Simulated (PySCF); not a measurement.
C4H9P (SMILES C=CP(C)C)

Input file:

```
{"job": {"kind": "uv", "xc": "PBE0", "basis": "def2-SVPD", "nstates": 8, "ntriplets": 3}, "charge": 0, "multiplicity": 1}
C      2.124055    -0.439813     0.014390
C      0.968613    -0.834874     0.523814
P     -0.439543     0.226424     0.973126
C     -0.258984     1.575386    -0.283581
C     -1.744047    -0.769202     0.103981
H      2.930222    -1.132846    -0.169817
H      2.317805     0.587659    -0.244987
H      0.824599    -1.874169     0.798460
H      0.532608     2.255344     0.023493
H     -1.191702     2.135605    -0.323438
H     -0.032555     1.167636    -1.267718
H     -1.474450    -0.953333    -0.935037
H     -1.871536    -1.718845     0.620002
H     -2.685764    -0.225446     0.145147
```

Command:

```sh
OMP_NUM_THREADS=1 python probes_run.py task.json out
```

Geometry: GFN2-xTB.

Theory: PBE0/def2-SVPD, SCF density, gas phase (PySCF 2.14.0).

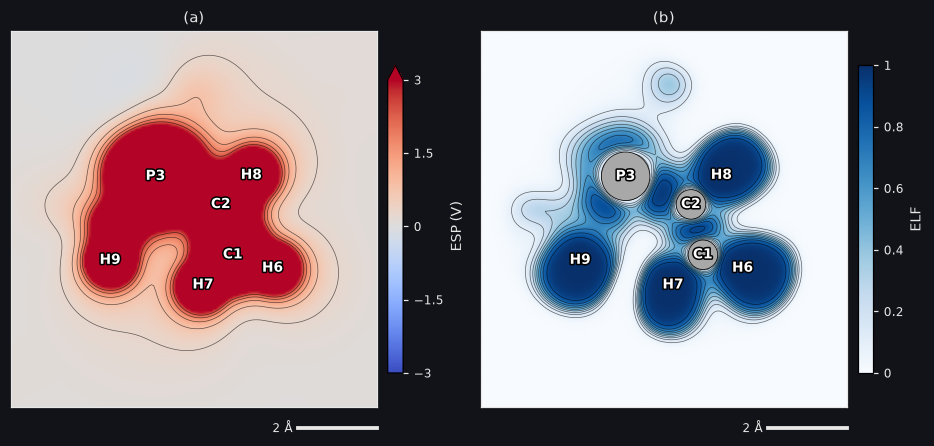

Figure 1. (a) molecular electrostatic potential; (b) ELF on the plane of atoms C2, C1 and H7. Grey discs cover the atomic cores in the ELF map.

### Read the bonding off the picture.

Atoms in the plane: C, P and H.
C–C (1.32 Å): the ELF peaks at about 0.90 between the atoms (a multiple bond).
C–P (1.82 Å): the ELF peaks at about 0.95 between the atoms: a shared electron pair.
C–H (1.08 Å): the ELF climbs to about 1 towards the hydrogen, as it does in any bond to H (a covalent bond by its length).
The potential has no marked negative region in this plane.

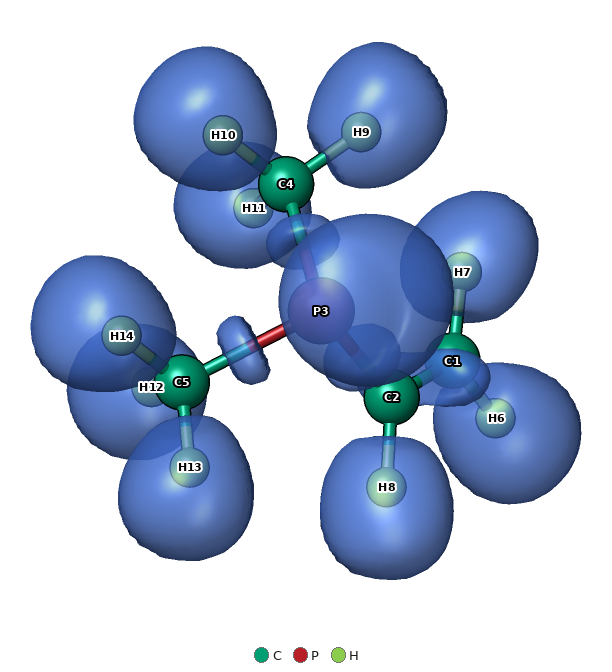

Figure 2. Isosurface of the electron localisation function at 0.85 (blue), seen at a tilt. Core shells and regions of very low density are left out.

### Identify the bonds, lone pairs and shells in this picture.

The ELF exceeds this value in one region between bonded C–C atoms (shared pairs), three regions between bonded C–P atoms (shared pairs), nine regions around hydrogen nuclei and one lobe on P, pointing away from the bonds (lone pairs).

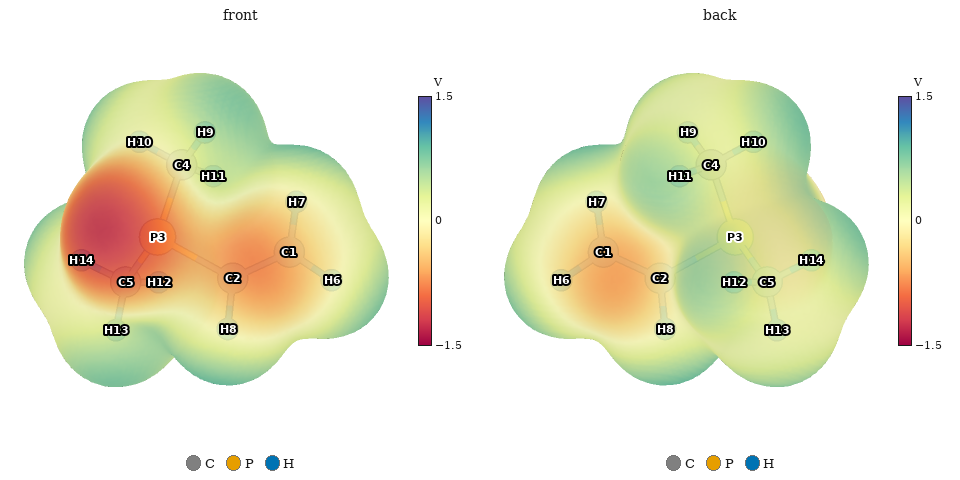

Figure 3. The molecular electrostatic potential painted on the density surface at 0.002 e/bohr³, seen from the front and from behind; the colour scale runs from red (negative) to blue (positive).

### Where is the surface potential most negative and most positive?

The most negative region (about −1.2 V) lies over P3, the most positive (about +0.8 V) over the H atoms.

### What dipole moment does the calculation give?

Its dipole moment is 1.22 D.
